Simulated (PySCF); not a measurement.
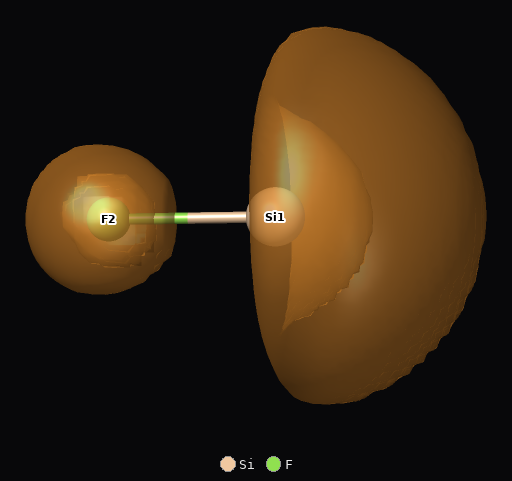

SiF (charge +1). Isosurface of the electron localisation function at 0.8 (orange), seen from one side. Core shells and regions of very low density are left out.

Level of theory: PySCF, PBE0/def2-TZVP, non-relativistic Hamiltonian with scalar-relativistic core potentials where named, at a bond length of 1.540 Å.

Describe the localisation domains.

At this value the surface marks out one lobe on Si, pointing away from the bonds (lone pairs) and one region wrapped around F (its lone pairs, merged into a ring or cap). Along the contacts the grid gives the following. Si–F (1.54 Å): the ELF peaks at about 0.85 in the valence shell of F, 0.6 Å from its nucleus, and is about 0.45 at the midpoint.
